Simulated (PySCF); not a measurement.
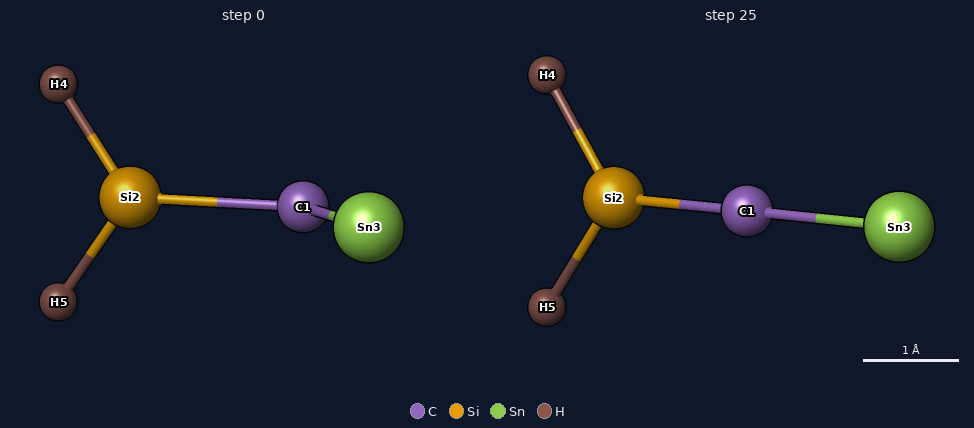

The structure of CH$_{2}$SiSn before (left) and after (right) a relaxation, at one scale.

Style: ball-and-stick. Shown at a tilt.

It is one of the separated reactants of a reaction.

The calculation used RKS PBE-D4/def2-SVP, density fitting in PySCF 2.14.0. 

**What changed between the two?**

After 25 geometry steps the energy has fallen by 242.4 kJ/mol. The atom that moves furthest after the best rigid fit is C1 (0.55 Å). Largest moves by element: C 0.55 Å, Sn 0.46 Å, H 0.17 Å, Si 0.04 Å. Some distances before and after: C1–Sn3 1.674 → 1.981 Å, C1–Si2 1.948 → 1.715 Å, Si2–H4 1.420 → 1.507 Å. Bond angles that change, for instance: Si2–C1–Sn3 135.3° → 179.0°.
